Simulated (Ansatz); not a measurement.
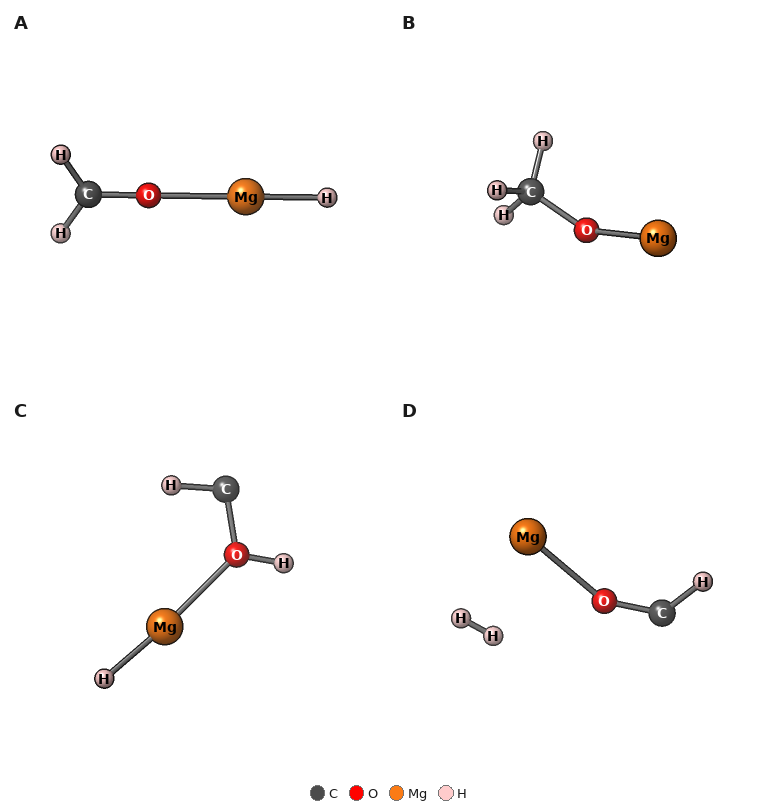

4 stationary structures of one formula. Charge +1, singlet. Geometries: PBE-D4/def2-SVP. Electronic energies: PBE-D4/def2-SVP (Ansatz 0.2.0), without zero-point energy. No frequency run is at hand to confirm each as a minimum.

### Which is lowest in energy, and by how much?

A is lowest; B lies 21.2 kJ/mol above it (Cs), D lies 253.3 kJ/mol above it, C lies 326.6 kJ/mol above it (Cs).
